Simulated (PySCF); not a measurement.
**BSiNH6S (SMILES NBS[SiH3]) at 4 levels**

Aim: a comparison of 4 runs (HF/STO-3G, wB97X/3-21G, B3LYP/6-31G*, TPSSh/6-31G**) of BSiNH6S. Input form: a Python script.

Program for the calculation: PySCF 2.14.0.

1 further run of the same task is left out (set aside as unsound or not needed).

## 1. The system as given

The species is BSiNH6S (10 atoms), meant as a singlet with charge 0. SMILES: `NBS[SiH3]`. The shape is that of a GFN2-xTB optimisation. This is one conformer, not always the lowest.

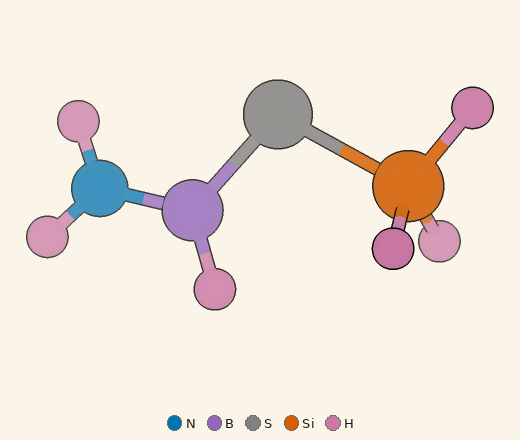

The structure, seen from a chosen angle (nitrogen blue, boron purple, sulfur grey, silicon orange, hydrogen pink).

## 2. Energy and gradient at HF/STO-3G (run 1)

start.xyz

```xyz
10
BH6NSSi
N      0.256210     2.272300     0.511160
B     -0.142750     0.999850     0.148950
S      1.018680    -0.365900     0.372360
Si    -0.042260    -2.056480    -0.403450
H      1.170270     2.465720     0.887060
H     -0.323140     3.089770     0.431510
H     -1.213410     0.813570    -0.287550
H     -1.357250    -2.132750     0.223580
H     -0.178660    -1.914650    -1.849790
H      0.812310    -3.171440    -0.033830
```

run.py

```python
import pyscf.grad
from pyscf import gto, scf

mol = gto.M(
    atom='start.xyz',
    basis='sto-3g',
    spin=0,
    max_memory=1860,
    verbose=4,
)

mf = scf.RHF(mol)
mf.conv_tol = 1e-10
mf.kernel()
if not mf.converged:
    mf = mf.newton().run(mf.mo_coeff, mf.mo_occ)

e_final = mf.e_tot
print('E(%s) = %.9f' % ('HF', e_final))
grad = mf.Gradients().kernel()
dip = mf.dip_moment()
pop, q = mf.mulliken_pop()
```

On the command line:

```
$ OMP_NUM_THREADS=1 python run.py
```

Standard output:

```text
PySCF version 2.14.0

[... 62 lines left out ...]
converged SCF energy = -760.481424001671
[... 12 lines left out ...]
Dipole moment(X, Y, Z, Debye): -0.48964,  0.74918, -0.11712
[... 6 lines left out ...]
pop of  1 B 1s            1.99060
pop of  1 B 2s            0.89693
pop of  1 B 2px           0.76726
pop of  1 B 2py           0.67306
pop of  1 B 2pz           0.45766
pop of  2 S 1s            1.99990
pop of  2 S 2s            1.99632
pop of  2 S 3s            1.86293
pop of  2 S 2px           1.98787
pop of  2 S 2py           1.98029
pop of  2 S 2pz           1.99474
pop of  2 S 3px           1.46639
pop of  2 S 3py           1.11444
pop of  2 S 3pz           1.75641
pop of  3 Si 1s           1.99962
pop of  3 Si 2s           1.98753
pop of  3 Si 3s           1.21211
pop of  3 Si 2px          1.96469
pop of  3 Si 2py          1.96518
pop of  3 Si 2pz          1.96508
pop of  3 Si 3px          0.77341
pop of  3 Si 3py          0.75404
pop of  3 Si 3pz          0.78055
pop of  4 H 1s            0.81045
pop of  5 H 1s            0.81011
pop of  6 H 1s            1.08839
pop of  7 H 1s            1.14951
pop of  8 H 1s            1.15103
pop of  9 H 1s            1.14871
 ** Mulliken atomic charges  **
charge of    0N =     -0.49481
charge of    1B =      0.21450
charge of    2S =     -0.15929
charge of    3Si =      0.59779
charge of    4H =      0.18955
charge of    5H =      0.18989
charge of    6H =     -0.08839
charge of    7H =     -0.14951
charge of    8H =     -0.15103
charge of    9H =     -0.14871
```

Run time: 8.2 s. Hardware: 1 thread of Intel Xeon at 2.50GHz (Skylake/Cascade Lake), shared host; peak memory 0.12 GiB.

## 3. Energy and forces at wB97X/3-21G (run 2)

mol.xyz

```xyz
10

N      0.256210     2.272300     0.511160
B     -0.142750     0.999850     0.148950
S      1.018680    -0.365900     0.372360
Si    -0.042260    -2.056480    -0.403450
H      1.170270     2.465720     0.887060
H     -0.323140     3.089770     0.431510
H     -1.213410     0.813570    -0.287550
H     -1.357250    -2.132750     0.223580
H     -0.178660    -1.914650    -1.849790
H      0.812310    -3.171440    -0.033830
```

run.py

```python
from pyscf import gto, dft

molecule = gto.Mole()
molecule.atom = 'mol.xyz'
molecule.basis = '3-21g'
molecule.max_memory = 1860
molecule.verbose = 4
molecule.spin = 0
molecule.build()

calc0 = dft.RKS(molecule, xc='wb97x')
calc0.conv_tol = 1e-10
calc0.grids.level = 5
calc0.kernel()
if not calc0.converged:
    calc0 = calc0.newton().run(calc0.mo_coeff, calc0.mo_occ)

e_final = calc0.e_tot
print('Final energy', e_final)
grad = calc0.nuc_grad_method().kernel()
dip = calc0.dip_moment()
pop, q = calc0.mulliken_pop()
```

On the command line:

```
$ OMP_NUM_THREADS=1 python run.py
```

Standard output:

```text
PySCF version 2.14.0

[... 77 lines left out ...]
converged SCF energy = -766.960650767846
Final energy -766.9606507678463
[... 12 lines left out ...]
Dipole moment(X, Y, Z, Debye): -1.29460,  1.71805, -0.29527
[... 28 lines left out ...]
pop of  2 S 3pz           0.91337
pop of  2 S 4px           0.74009
pop of  2 S 4py           0.43229
pop of  2 S 4pz           0.87972
pop of  3 Si 1s           1.99850
pop of  3 Si 2s           1.96995
pop of  3 Si 3s           0.73691
pop of  3 Si 4s           0.56449
pop of  3 Si 2px          1.95271
pop of  3 Si 2py          1.95024
pop of  3 Si 2pz          1.95304
pop of  3 Si 3px          0.59466
pop of  3 Si 3py          0.54737
pop of  3 Si 3pz          0.59774
pop of  3 Si 4px          0.18523
pop of  3 Si 4py          0.12953
pop of  3 Si 4pz          0.22339
pop of  4 H 1s            0.45092
pop of  4 H 2s            0.22605
pop of  5 H 1s            0.45433
pop of  5 H 2s            0.22521
pop of  6 H 1s            0.46226
pop of  6 H 2s            0.50678
pop of  7 H 1s            0.43585
pop of  7 H 2s            0.66049
pop of  8 H 1s            0.43623
pop of  8 H 2s            0.65978
pop of  9 H 1s            0.43704
pop of  9 H 2s            0.65870
 ** Mulliken atomic charges  **
charge of    0N =     -0.76877
charge of    1B =      0.21885
charge of    2S =     -0.43267
charge of    3Si =      0.59623
charge of    4H =      0.32303
charge of    5H =      0.32046
charge of    6H =      0.03097
charge of    7H =     -0.09634
charge of    8H =     -0.09601
charge of    9H =     -0.09574
```

Wall time 50 s (1 thread of Intel Xeon at 2.50GHz (Skylake/Cascade Lake), shared host); peak memory 0.57 GiB.

Run 3 isn't shown in full; the table further down has it.

## 4. Energy and gradient at TPSSh/6-31G(d,p) (spherical functions) (run 4)

input.py

```python
# NBS[SiH3]
from pyscf import gto, dft

mol = gto.Mole()
mol.atom = [
    ('N', (0.256210, 2.272300, 0.511160)),
    ('B', (-0.142750, 0.999850, 0.148950)),
    ('S', (1.018680, -0.365900, 0.372360)),
    ('Si', (-0.042260, -2.056480, -0.403450)),
    ('H', (1.170270, 2.465720, 0.887060)),
    ('H', (-0.323140, 3.089770, 0.431510)),
    ('H', (-1.213410, 0.813570, -0.287550)),
    ('H', (-1.357250, -2.132750, 0.223580)),
    ('H', (-0.178660, -1.914650, -1.849790)),
    ('H', (0.812310, -3.171440, -0.033830)),
]
mol.max_memory = 1860
mol.basis = '6-31g**'
mol.verbose = 3
mol.build()

calc0 = dft.RKS(mol)
calc0.xc = 'tpssh'
calc0.grids.level = 5
calc0.conv_tol = 1e-10
calc0.kernel()
if not calc0.converged:
    calc0 = calc0.newton().run(calc0.mo_coeff, calc0.mo_occ)

etot = calc0.e_tot
print('Final energy', etot)
grad = calc0.nuc_grad_method().kernel()
dip = calc0.dip_moment()
pop, q = calc0.mulliken_pop()
```

On the command line:

```
$ OMP_NUM_THREADS=1 python input.py
```

Standard output:

```text
converged SCF energy = -770.993555402628
Final energy -770.9935554026277
[... 8 lines left out ...]
Dipole moment(X, Y, Z, Debye): -0.71316,  1.62171, -0.05823
[... 66 lines left out ...]
pop of  4 H 2s            0.17683
pop of  4 H 2px           0.01133
pop of  4 H 2py           0.00502
pop of  4 H 2pz           0.00801
pop of  5 H 1s            0.51868
pop of  5 H 2s            0.17833
pop of  5 H 2px           0.00752
pop of  5 H 2py           0.00993
pop of  5 H 2pz           0.00717
pop of  6 H 1s            0.53620
pop of  6 H 2s            0.49645
pop of  6 H 2px           0.00430
pop of  6 H 2py           0.00074
pop of  6 H 2pz           0.00121
pop of  7 H 1s            0.51589
pop of  7 H 2s            0.56681
pop of  7 H 2px           0.00394
pop of  7 H 2py           0.00039
pop of  7 H 2pz           0.00124
pop of  8 H 1s            0.51636
pop of  8 H 2s            0.56616
pop of  8 H 2px           0.00041
pop of  8 H 2py           0.00045
pop of  8 H 2pz           0.00469
pop of  9 H 1s            0.51693
pop of  9 H 2s            0.56552
pop of  9 H 2px           0.00197
pop of  9 H 2py           0.00291
pop of  9 H 2pz           0.00070
 ** Mulliken atomic charges  **
charge of    0N =     -0.59658
charge of    1B =      0.19010
charge of    2S =     -0.32536
charge of    3Si =      0.47549
charge of    4H =      0.28126
charge of    5H =      0.27836
charge of    6H =     -0.03890
charge of    7H =     -0.08828
charge of    8H =     -0.08807
charge of    9H =     -0.08803
```

Run time: 2.8 min. Hardware: 1 thread of Intel Xeon at 2.50GHz (Skylake/Cascade Lake), shared host; peak memory 0.96 GiB.

## 5. Overview of the runs

```
run                                level  integration grid  energy (Eh)  dipole moment (D)  HOMO energy (eV)  LUMO energy (eV)  wall time
  1                            HF/STO-3G                 –  -760.481424               0.90             -6.58              9.48      8.2 s
  2                          wB97X/3-21G                 5  -766.960651               2.17             -9.16              2.51       50 s
  3   B3LYP/6-31G* (spherical functions)                 5  -770.975930               1.74             -6.59              0.30       86 s
  4  TPSSh/6-31G** (spherical functions)                 5  -770.993555               1.77             -6.26              0.13    2.8 min
```

## 6. What came out

| quantity | value |
| --- | --- |
| run 4: total energy | -770.99356 Eh |
| run 4: dipole moment | 1.77 D |
| run 4: HOMO energy | -6.26 eV |
| run 4: LUMO energy | 0.13 eV |
| run 4: HOMO–LUMO gap | 6.39 eV |
| run 4: largest force on an atom | 0.778 eV/Å |

The dipole moment (its size) runs from 0.90 D (HF/STO-3G) to 2.17 D (wB97X/3-21G). The two ends differ in method and basis. The HOMO–LUMO gap runs from 6.39 eV (TPSSh/6-31G**) to 16.06 eV (HF/STO-3G). Totals of different functionals can't be ranked against each other. In run 1 the basis is minimal, so the values are rough. All runs together took 5.2 min, the longest 2.8 min.
